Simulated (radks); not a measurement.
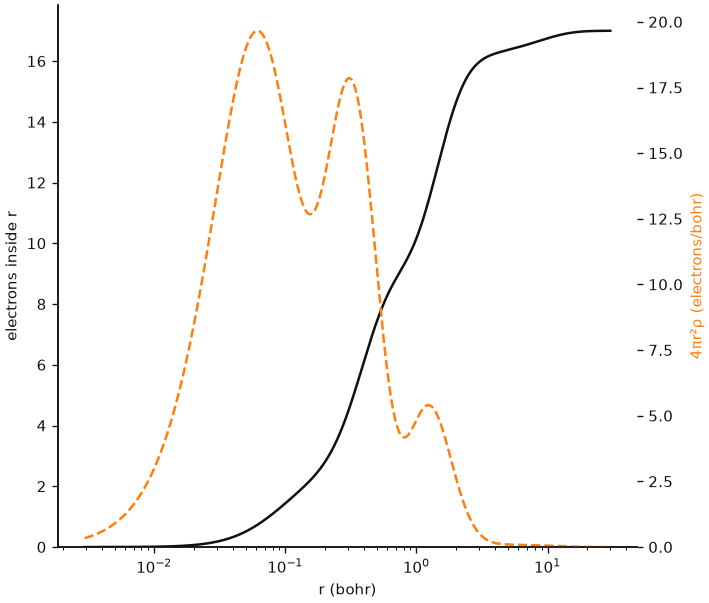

**Figure 1.** The number of electrons inside radius r (solid) and the radial density 4πr²ρ (dashed). The count levels off at 17 electrons. Half of them lie within 0.634 bohr, 90 % within 2.32 bohr and 99 % within 11.6 bohr. The radial density has minima at 0.155 and 0.810 bohr, where the count stands at 2.2 and 9.3; these part the shells that the density resolves.

# Atomic calculation, with input and output: Cl

Atomic chlorine (Cl) in the configuration [He] 2s2 2p5 3s2 3p5 3d1. Computed at this level: scalar-relativistic Kohn-Sham, BLYP, spin-unpolarised, spherical densities, point nucleus (the in-house radial solver radks).

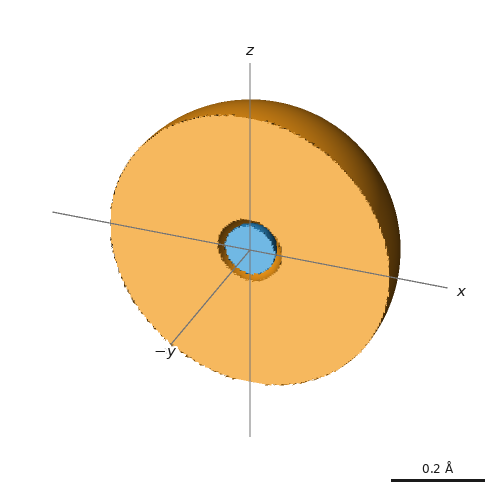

**Figure 2.** The 2s orbital. The radial function comes from the spherical calculation and is multiplied by a real spherical harmonic; the overall sign is chosen so that the largest lobe of P(r) is positive; at the scalar-relativistic level it is the large component. The surface of constant |ψ| that holds about 85 % of the electron is drawn, orange where ψ is positive and blue where it is negative, with the half in front of the xz plane cut away and the cut face painted. It has no angular node and 1 radial node, at r = 0.124 bohr. The outermost maximum of P² lies at 0.357 bohr, ⟨r⟩ = 0.435 bohr, 90 % of the charge lies within 0.679 bohr, and the eigenvalue is −282.9 eV, with 2 electrons in the shell.

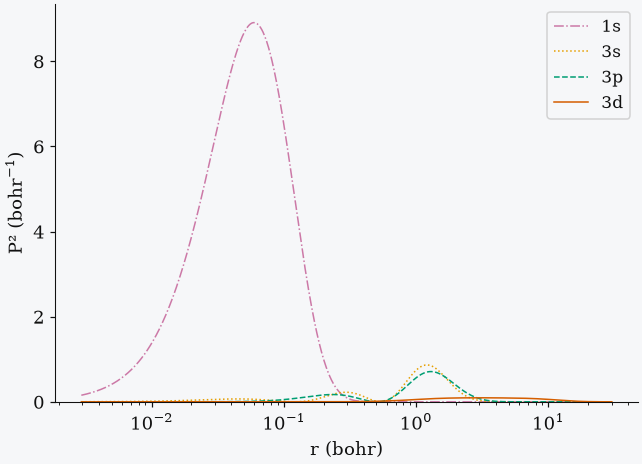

**Figure 3.** The radial probability densities P² of 3s, 3p, 3d and 1s. 1s: outer maximum at 0.0595 bohr, ⟨r⟩ = 0.0909 bohr, 0 nodes, eigenvalue −2799 eV; 3s: outer maximum at 1.21 bohr, ⟨r⟩ = 1.42 bohr, 2 nodes, eigenvalue −29.6 eV; 3p: outer maximum at 1.29 bohr, ⟨r⟩ = 1.60 bohr, 1 node, eigenvalue −16.4 eV; 3d: outer maximum at 3.12 bohr, ⟨r⟩ = 7.29 bohr, 0 nodes, eigenvalue −0.452 eV.

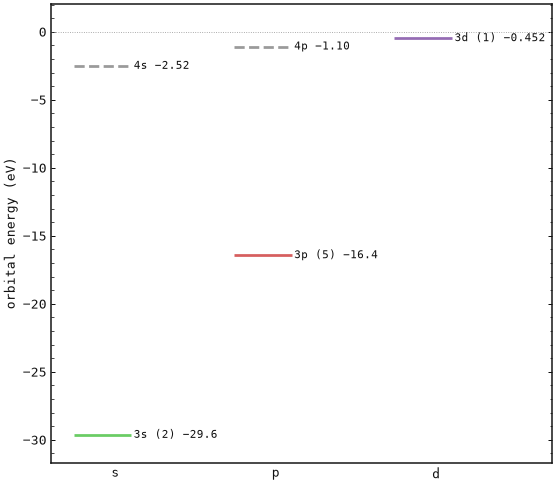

**Figure 4.** The outer levels are drawn (occupations in brackets, empty levels dashed). The highest occupied level is 3d at −0.452 eV. From the top down the occupied levels run 3d (−0.452 eV), 3p (−16.4 eV), 3s (−29.6 eV). The lowest empty level drawn is 4s at −2.52 eV, below the highest occupied one, so this filling isn't the aufbau one. The order isn't aufbau: the empty 4s and 4p levels lie under the highest occupied one.

Input and output of the run follow.

**Input file**
```
Z 17
configuration [He] 2s2 2p5 3s2 3p5 3d1 4s0 4p0 4d0 4f0
relativity scalar-relativistic
functional b88,lyp
spin unpolarised
nucleus point
c 137.035999084
```

Energies in input and log are in hartree, lengths in bohr.

**The program's output**
```
1s      1   2.0000        -102.87650156
2s      1   2.0000         -10.39469977
2p      1   5.0000          -8.24020078
3s      1   2.0000          -1.08841792
3p      1   5.0000          -0.60304621
3d      1   1.0000          -0.01662071
4s      1   0.0000          -0.09259584
4p      1   0.0000          -0.04034354
4d      1   0.0000          -0.00169787
4f      1   0.0000           0.00032876
Etot -453.97531583369266
Ekin 456.1086334833833
Encl -1071.8572817817449
Eh 188.7754199284863
Exc -27.00208746381739
err 1.4053641704842176e-09
it 15
```

**Orbitals**

```
orbital  occupation  energy (eV)  ⟨r⟩ (bohr)  outer maximum (bohr)
     1s           2      −2799.4     0.09092                0.0595
     2s           2     −282.854      0.4354                 0.357
     2p           5     −224.227      0.3943                 0.296
     3s           2      −29.617       1.419                  1.21
     3p           5      −16.410       1.602                  1.29
     4s           0       −2.520       5.188                  4.20
     4p           0       −1.098       7.566                  6.12
     3d           1       −0.452       7.293                  3.12
```

**Slater integrals of the outer shells (hartree)**

| integral | value |
| --- | --- |
| F0(3d,3d) | 0.1329 |
| F2(3d,3d) | 0.0501 |
| F4(3d,3d) | 0.0297 |
| F0(3d,3p) | 0.2140 |
| F2(3d,3p) | 0.0591 |
| G1(3d,3p) | 0.0642 |
| G3(3d,3p) | 0.0367 |
| F0(3d,3s) | 0.2181 |
| G2(3d,3s) | 0.0427 |
| F0(3d,2p) | 0.2339 |
| F2(3d,2p) | 0.0150 |
| G1(3d,2p) | 0.0079 |
| G3(3d,2p) | 0.0045 |
| F0(3d,4s) | 0.1490 |
| G2(3d,4s) | 0.0525 |
| F0(3p,3p) | 0.5658 |
| F2(3p,3p) | 0.2817 |
| F0(3p,3s) | 0.5981 |
| G1(3p,3s) | 0.3943 |
| F0(3p,2p) | 0.7767 |

**Key numbers**

- outcome: converged
- total energy: −453.975316 hartree
- kinetic energy: 456.108633 hartree
- electron–nucleus energy: −1071.8573 hartree
- Hartree energy: 188.775420 hartree
- exchange–correlation energy: −27.002087 hartree
- radius at density 0.001 e/bohr³: 3.81 bohr
- SCF iterations: 15
- hardware: 1 CPU thread, shared host
